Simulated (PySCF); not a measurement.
# Ho(SH)3: how settings move a single point

Which settings matter for Ho(SH)3? Each run alters one on purpose. The structure is generated, not taken from experiment.

The runs use PySCF 2.14.0; BP86, Ho lcecp-1-SVP with ECP56, S def2-SVP, H def2-SVP; scalar-relativistic core potentials, no spin–orbit coupling.

5 further runs of the same task are left out: 2 for a known fault of the program, 3 that didn't finish.

## (1) Where the work starts

7 atoms, charge 0, spin multiplicity 1.

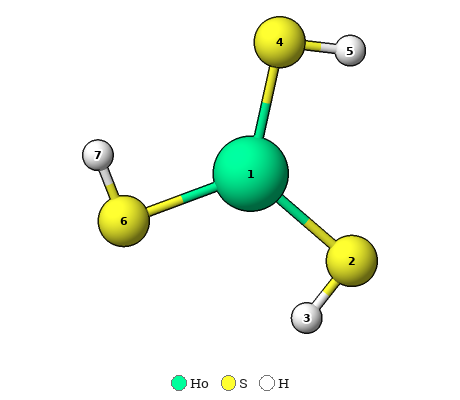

The structure; holmium green, sulfur yellow, hydrogen white; atoms are numbered from 1 in the order of the file.

Coordinates:

```
Ho    0.0000    0.0000    0.8727
S     2.5397    0.4144    0.9774
H     2.8312   -0.9216    0.9635
S    -1.6287    1.9923    0.9774
H    -0.6175    2.9127    0.9635
S    -0.9110   -2.4066    0.9774
H    -2.2137   -1.9911    0.9635
```

Formal oxidation states: Ho +3. Each metal's 10 4f electrons lie in its core potential, so multiplicities, spins and levels count the valence alone. An earlier session relaxed this geometry at BP86, Ho lcecp-1-SVP with ECP56, S def2-SVP, H def2-SVP (singlet, point group C3).

The sound run used a (50, 194) grid (finer on f atoms), a threshold of 1e-8 and at most 55 cycles, and ended at -1234.008072 Eh.

## (2) Altered run 1

Contents of run.py (the lines that set the calculation):

```python
mol = gto.M(atom='''
Ho     0.00000     0.00000     0.82030
S      2.38731     0.38951     0.91876
H      2.66136    -0.86629     0.90570
S     -1.53098     1.87272     0.91876
H     -0.58045     2.73795     0.90570
S     -0.85633    -2.26223     0.91876
H     -2.08091    -1.87166     0.90570''',
    basis={'Ho': 'lcecp-1-SVP', 'S': 'def2-SVP', 'H': 'def2-SVP'},
    ecp={'Ho': 'lcecp-1-SVP'},
    charge=0, spin=0)
mf = dft.RKS(mol, xc='B88,P86')
mf.grids.atom_grid = (50, 194)  # f atoms: unpruned, at least (60, 302)
mf = mf.density_fit()  # fitting sets: Ho AutoAux, S def2-universal-JKFIT, H def2-universal-JKFIT
mf.conv_tol = 1e-08; mf.max_cycle = 55
mf.kernel(dm0)  # dm0: free metal ions and neutral atoms
```

Run with:

```bash
$ OMP_NUM_THREADS=2 python run.py
```

Log:

```text
init E= -1247.91943709184
  HOMO = -0.240221080860784  LUMO = -0.151345121391739  gap/eV = 2.41844
cycle= 1 E= -1233.76008121792  delta_E= 14.2  |g|= 1.02  |ddm|= 3.43
  HOMO = -0.267197977164463  LUMO = -0.0439439080364252  gap/eV = 6.07505
cycle= 2 E= -1233.44563044509  delta_E= 0.314  |g|= 1.21  |ddm|=  2.9
  HOMO = -0.234631593537544  LUMO = -0.120710467039689  gap/eV = 3.09995
cycle= 3 E= -1233.95220148547  delta_E= -0.507  |g|= 0.285  |ddm|= 2.23
  HOMO = -0.233905099259005  LUMO = -0.0972290990752285  gap/eV = 3.71914
cycle= 4 E= -1233.98044443909  delta_E= -0.0282  |g|= 0.0553  |ddm|= 0.484
  HOMO = -0.24040223596472  LUMO = -0.107905715373427  gap/eV = 3.60541
cycle= 5 E= -1233.98158473466  delta_E= -0.00114  |g|= 0.0156  |ddm|= 0.123
  HOMO = -0.238599038923607  LUMO = -0.106091760913483  gap/eV = 3.60571
cycle= 6 E= -1233.98166769166  delta_E= -8.3e-05  |g|= 0.00309  |ddm|= 0.0263
  HOMO = -0.238645855932243  LUMO = -0.105965205941249  gap/eV = 3.61042
cycle= 7 E= -1233.9816711002  delta_E= -3.41e-06  |g|= 0.000548  |ddm|= 0.00421
  HOMO = -0.238652602342792  LUMO = -0.105927355792684  gap/eV = 3.61164
cycle= 8 E= -1233.98167121424  delta_E= -1.14e-07  |g|= 7.79e-05  |ddm|= 0.000872
  HOMO = -0.238652946947354  LUMO = -0.10593567016592  gap/eV = 3.61142
cycle= 9 E= -1233.98167121636  delta_E= -2.12e-09  |g|= 1.39e-05  |ddm|= 0.000137
  HOMO = -0.23865622351727  LUMO = -0.105938623303235  gap/eV = 3.61143
Extra cycle  E= -1233.98167121636  delta_E= -3.87e-12  |g|= 1.35e-05  |ddm|= 3.76e-05
converged SCF energy = -1233.98167121636
```

It took 5.3 s on 2 threads of Arm Neoverse V1, shared host.

Changed: the scale of all coordinates (0.94). It converges in 9 cycles, +0.718 eV from the sound run, with a largest force component of 3.07 eV/Å. The setting is unsound, so these numbers aren't the compound's.

## (3) Altered run 2

Contents of run.py (the lines that set the calculation):

```python
mol = gto.M(atom='''
Ho     0.00000     0.00000     0.87266
S      2.53969     0.41437     0.97741
H      2.83123    -0.92158     0.96351
S     -1.62870     1.99225     0.97741
H     -0.61750     2.91271     0.96351
S     -0.91099    -2.40662     0.97741
H     -2.21373    -1.99113     0.96351''',
    basis={'Ho': 'lcecp-1-SVP', 'S': 'def2-SVP', 'H': 'def2-SVP'},
    ecp={'Ho': 'lcecp-1-SVP'},
    charge=0, spin=0)
mf = dft.RKS(mol, xc='B88,P86')
mf.grids.atom_grid = (50, 194)  # f atoms: unpruned, at least (60, 302)
mf = mf.density_fit()  # fitting sets: Ho AutoAux, S def2-universal-JKFIT, H def2-universal-JKFIT
mf.conv_tol = 1e-08; mf.max_cycle = 55
mf.kernel(dm0)  # dm0: smeared density
```

Run with:

```bash
$ OMP_NUM_THREADS=2 python run.py
```

Log:

```text
init E= -1233.90763283691
  HOMO = -0.242175421929066  LUMO = -0.11390457958581  gap/eV = 3.49043
cycle= 1 E= -1233.99964590451  delta_E= -0.092  |g|= 0.143  |ddm|= 0.409
  HOMO = -0.224783594555563  LUMO = -0.143474800875495  gap/eV = 2.21252
cycle= 2 E= -1233.93832743617  delta_E= 0.0613  |g|= 0.432  |ddm|= 0.844
  HOMO = -0.231455493977716  LUMO = -0.116407019616215  gap/eV = 3.13063
cycle= 3 E= -1234.00798223563  delta_E= -0.0697  |g|= 0.0171  |ddm|= 0.607
  HOMO = -0.23370717155912  LUMO = -0.118103367607041  gap/eV = 3.14574
cycle= 4 E= -1234.00804904249  delta_E= -6.68e-05  |g|= 0.00749  |ddm|= 0.0297
  HOMO = -0.233398659688022  LUMO = -0.117316980865191  gap/eV = 3.15874
cycle= 5 E= -1234.0080715531  delta_E= -2.25e-05  |g|= 0.00105  |ddm|= 0.0116
  HOMO = -0.233391589191029  LUMO = -0.117279171158298  gap/eV = 3.15958
cycle= 6 E= -1234.00807195715  delta_E= -4.04e-07  |g|= 0.000231  |ddm|= 0.00136
  HOMO = -0.233395563320729  LUMO = -0.117267763905705  gap/eV = 3.16000
cycle= 7 E= -1234.00807197322  delta_E= -1.61e-08  |g|= 0.000119  |ddm|= 0.00044
  HOMO = -0.233396881163782  LUMO = -0.117265088263256  gap/eV = 3.16011
cycle= 8 E= -1234.0080719786  delta_E= -5.37e-09  |g|= 6.29e-06  |ddm|= 0.000187
  HOMO = -0.233397276173717  LUMO = -0.117266268205999  gap/eV = 3.16009
Extra cycle  E= -1234.00807197856  delta_E= 3.43e-11  |g|= 1.1e-05  |ddm|= 2.65e-05
converged SCF energy = -1234.00807197856
```

Run time: 4.9 s. Hardware: 2 threads of Arm Neoverse V1, shared host.

Changed: the starting guess (smeared density). It converges in 8 cycles, at the sound run's energy within 0.001 eV, with a largest force component of 0.01 eV/Å. The result survives the change.

## (4) Altered run 3

Changes to run.py (the lines that set the calculation) since step 3:

```diff
@@ -7,3 +7,3 @@
 S     -0.91099    -2.40662     0.97741
-H     -2.21373    -1.99113     0.96351''',
+H     -0.59452    -0.53474     0.89706''',
     basis={'Ho': 'lcecp-1-SVP', 'S': 'def2-SVP', 'H': 'def2-SVP'},
@@ -14,3 +14,3 @@
 mf = mf.density_fit()  # fitting sets: Ho AutoAux, S def2-universal-JKFIT, H def2-universal-JKFIT
-mf.conv_tol = 1e-08; mf.max_cycle = 55
-mf.kernel(dm0)  # dm0: smeared density
+mf.conv_tol = 1e-08; mf.max_cycle = 62
+mf.kernel(dm0)  # dm0: free metal ions and neutral atoms
```

Run with:

```bash
$ OMP_NUM_THREADS=2 python run.py
```

Log:

```text
init E= -1247.07632075945
  HOMO = -0.22198417858099  LUMO = -0.206478379922715  gap/eV = 0.42193
cycle= 1 E= -1232.17902442348  delta_E= 14.9  |g|= 1.55  |ddm|= 4.47
  HOMO = -0.298284650250032  LUMO = -0.0591804377290054  gap/eV = 6.50636
cycle= 2 E= -1230.75280502529  delta_E= 1.43  |g|= 2.19  |ddm|= 4.97
  HOMO = -0.192240034040684  LUMO = -0.171483595711224  gap/eV = 0.56481
cycle= 3 E= -1232.16396461843  delta_E= -1.41  |g|= 1.31  |ddm|= 4.45
  HOMO = -0.224573511784726  LUMO = -0.177247602390203  gap/eV = 1.28780
cycle= 4 E= -1232.72891237039  delta_E= -0.565  |g|= 0.422  |ddm|= 2.31
  HOMO = -0.195822769725868  LUMO = -0.167102745167831  gap/eV = 0.78151
cycle= 5 E= -1232.70337414747  delta_E= 0.0255  |g|= 0.508  |ddm|= 1.54
  HOMO = -0.222059996202764  LUMO = -0.187541072795394  gap/eV = 0.93931
cycle= 6 E= -1232.80135114005  delta_E= -0.098  |g|= 0.139  |ddm|= 0.689
  HOMO = -0.21988329231552  LUMO = -0.18207819844045  gap/eV = 1.02873
cycle= 7 E= -1232.80692815302  delta_E= -0.00558  |g|= 0.0637  |ddm|= 0.157
  HOMO = -0.222429124054837  LUMO = -0.183047417662753  gap/eV = 1.07163
cycle= 8 E= -1232.80835120532  delta_E= -0.00142  |g|= 0.0266  |ddm|= 0.102
  HOMO = -0.223857405069059  LUMO = -0.183711461691953  gap/eV = 1.09243
cycle= 9 E= -1232.80862281298  delta_E= -0.000272  |g|= 0.00686  |ddm|= 0.0494
  HOMO = -0.22373692432704  LUMO = -0.183488842877569  gap/eV = 1.09521
cycle= 10 E= -1232.8086355488  delta_E= -1.27e-05  |g|= 0.0029  |ddm|= 0.0113
  HOMO = -0.223700789353527  LUMO = -0.183385304361057  gap/eV = 1.09704
cycle= 11 E= -1232.80863889035  delta_E= -3.34e-06  |g|= 0.000496  |ddm|= 0.00394
  HOMO = -0.223713470234089  LUMO = -0.183379382880318  gap/eV = 1.09755
cycle= 12 E= -1232.80863898905  delta_E= -9.87e-08  |g|= 9e-05  |ddm|= 0.00083
  HOMO = -0.223717711577275  LUMO = -0.183381536344637  gap/eV = 1.09760
cycle= 13 E= -1232.80863899122  delta_E= -2.17e-09  |g|= 4.62e-05  |ddm|= 0.000143
  HOMO = -0.223705835908516  LUMO = -0.183384347034181  gap/eV = 1.09720
Extra cycle  E= -1232.80863895572  delta_E= 3.55e-08  |g|= 0.000303  |ddm|= 0.000542
converged SCF energy = -1232.80863895572
```

It took 6.3 s on 2 threads of Arm Neoverse V1, shared host.

Changed: one atom's place (atom 7 put 0.8 Å from the metal); the cycle limit is 62. It converges in 13 cycles, +32.638 eV from the sound run, with a largest force component of 93.97 eV/Å. The setting is unsound, so these numbers aren't the compound's.

## (5) Altered run 4

Contents of run.py (the lines that set the calculation):

```python
mol = gto.M(atom='''
Ho     0.00000     0.00000     0.87266
S      2.53969     0.41437     0.97741
H      2.83123    -0.92158     0.96351
S     -1.62870     1.99225     0.97741
H     -0.61750     2.91271     0.96351
S     -0.91099    -2.40662     0.97741
H     -2.21373    -1.99113     0.96351''',
    basis={'Ho': 'lcecp-1-SVP', 'S': 'def2-SVP', 'H': 'def2-SVP'},
    ecp={'Ho': 'lcecp-1-SVP'},
    charge=0, spin=0)
mf = dft.RKS(mol, xc='B88,P86')
mf.grids.atom_grid = (30, 86)  # f atoms: unpruned
mf = mf.density_fit()  # fitting sets: Ho AutoAux, S def2-universal-JKFIT, H def2-universal-JKFIT
mf.conv_tol = 1e-08; mf.max_cycle = 55
mf.kernel(dm0)  # dm0: free metal ions and neutral atoms
```

Run with:

```bash
$ OMP_NUM_THREADS=2 python run.py
```

Log:

```text
init E= -1247.6757001032
  HOMO = -0.228224353979055  LUMO = -0.154172415888866  gap/eV = 2.01506
cycle= 1 E= -1233.77574996815  delta_E= 13.9  |g|= 1.03  |ddm|= 3.33
  HOMO = -0.287312375439667  LUMO = -0.0596474083372005  gap/eV = 6.19508
cycle= 2 E= -1233.44346515474  delta_E= 0.332  |g|= 1.23  |ddm|= 3.01
  HOMO = -0.226076524693647  LUMO = -0.132101114458901  gap/eV = 2.55720
cycle= 3 E= -1233.96681021872  delta_E= -0.523  |g|= 0.326  |ddm|= 2.34
  HOMO = -0.229118353441344  LUMO = -0.105817473320265  gap/eV = 3.35519
cycle= 4 E= -1234.00431226649  delta_E= -0.0375  |g|= 0.0701  |ddm|= 0.575
  HOMO = -0.235006284063959  LUMO = -0.120107033637208  gap/eV = 3.12657
cycle= 5 E= -1234.00635909167  delta_E= -0.00205  |g|= 0.0197  |ddm|= 0.165
  HOMO = -0.23327073744419  LUMO = -0.117360293372109  gap/eV = 3.15408
cycle= 6 E= -1234.00651400401  delta_E= -0.000155  |g|= 0.00426  |ddm|= 0.0346
  HOMO = -0.233433134528353  LUMO = -0.117352480876637  gap/eV = 3.15872
cycle= 7 E= -1234.00652049611  delta_E= -6.49e-06  |g|= 0.000925  |ddm|= 0.00579
  HOMO = -0.233434504368969  LUMO = -0.117286372163374  gap/eV = 3.16055
cycle= 8 E= -1234.00652081357  delta_E= -3.17e-07  |g|= 0.000275  |ddm|= 0.0016
  HOMO = -0.233435585525006  LUMO = -0.117290038273726  gap/eV = 3.16048
cycle= 9 E= -1234.00652084024  delta_E= -2.67e-08  |g|= 6.64e-05  |ddm|= 0.000497
  HOMO = -0.233438161356125  LUMO = -0.117297199929762  gap/eV = 3.16036
cycle= 10 E= -1234.00652084189  delta_E= -1.65e-09  |g|= 1.37e-05  |ddm|= 0.000117
  HOMO = -0.233440497386033  LUMO = -0.117298278172278  gap/eV = 3.16039
Extra cycle  E= -1234.00652084188  delta_E= 9.78e-12  |g|= 1.49e-05  |ddm|= 3.85e-05
converged SCF energy = -1234.00652084188
```

Wall time 4 s (2 threads of Arm Neoverse V1, shared host).

Changed: the integration grid, to (30, 86). It converges in 10 cycles, +0.042 eV from the sound run, with a largest force component of 0.22 eV/Å. The setting is unsound, so these numbers aren't the compound's.

## (6) Altered run 5

Changes to run.py (the lines that set the calculation) since step 5:

```diff
@@ -12,3 +12,3 @@
 mf = dft.RKS(mol, xc='B88,P86')
-mf.grids.atom_grid = (30, 86)  # f atoms: unpruned
+mf.grids.atom_grid = (10, 14)  # f atoms: unpruned
 mf = mf.density_fit()  # fitting sets: Ho AutoAux, S def2-universal-JKFIT, H def2-universal-JKFIT
```

Run with:

```bash
$ OMP_NUM_THREADS=2 python run.py
```

Log:

```text
init E= -1247.70166437723
  HOMO = -0.225548232174099  LUMO = -0.158466767199741  gap/eV = 1.82538
cycle= 1 E= -1233.87317881651  delta_E= 13.8  |g|= 1.03  |ddm|= 3.42
  HOMO = -0.24846445288134  LUMO = -0.0689898372054519  gap/eV = 4.88375
cycle= 2 E= -1233.55853708642  delta_E= 0.315  |g|= 1.21  |ddm|= 3.09
  HOMO = -0.209497345205058  LUMO = -0.120796841391549  gap/eV = 2.41366
cycle= 3 E= -1234.08337074752  delta_E= -0.525  |g|= 0.276  |ddm|= 2.31
  HOMO = -0.218975996608008  LUMO = -0.10363579295619  gap/eV = 3.13857
cycle= 4 E= -1234.11000120091  delta_E= -0.0266  |g|= 0.0656  |ddm|= 0.491
  HOMO = -0.216499433846014  LUMO = -0.111680989348976  gap/eV = 2.85226
cycle= 5 E= -1234.11147980532  delta_E= -0.00148  |g|= 0.0271  |ddm|= 0.138
  HOMO = -0.219044264994464  LUMO = -0.111347312559623  gap/eV = 2.93058
cycle= 6 E= -1234.11171010208  delta_E= -0.00023  |g|= 0.00874  |ddm|= 0.0479
  HOMO = -0.21817896717654  LUMO = -0.110842392364084  gap/eV = 2.92078
cycle= 7 E= -1234.11173931248  delta_E= -2.92e-05  |g|= 0.00133  |ddm|= 0.0145
  HOMO = -0.218187857959298  LUMO = -0.110774503425453  gap/eV = 2.92287
cycle= 8 E= -1234.11173992843  delta_E= -6.16e-07  |g|= 0.000473  |ddm|= 0.00249
  HOMO = -0.218199805826303  LUMO = -0.11078781136623  gap/eV = 2.92283
cycle= 9 E= -1234.11174000718  delta_E= -7.88e-08  |g|= 7.36e-05  |ddm|= 0.000682
  HOMO = -0.218209754794604  LUMO = -0.110799682286771  gap/eV = 2.92278
cycle= 10 E= -1234.11174000898  delta_E= -1.8e-09  |g|= 2.85e-05  |ddm|= 0.00014
  HOMO = -0.218205360562501  LUMO = -0.110799506162458  gap/eV = 2.92266
Extra cycle  E= -1234.1117400087  delta_E= 2.8e-10  |g|= 4e-05  |ddm|= 9.55e-05
converged SCF energy = -1234.1117400087
```

It took 3.6 s on 2 threads of Arm Neoverse V1, shared host.

Changed: the integration grid, to (10, 14). It converges in 10 cycles, -2.821 eV from the sound run, with a largest force component of 5.75 eV/Å. The setting is unsound, so these numbers aren't the compound's.

## (7) Side by side

| run | changed | ending | energy change (eV) | cycles | time | usable |
| --- | --- | --- | --- | --- | --- | --- |
| 1 | the scale of all coordinates | converged | +0.718 | 9 | 5.3 s | no |
| 2 | the starting guess | converged | 0.000 | 8 | 4.9 s | yes |
| 3 | one atom's place | converged | +32.638 | 13 | 6.3 s | no |
| 4 | the integration grid | converged | +0.042 | 10 | 4 s | no |
| 5 | the integration grid | converged | -2.821 | 10 | 3.6 s | no |

1 of 5 altered runs gives a usable result. 4 ended normally with numbers unfit to quote.
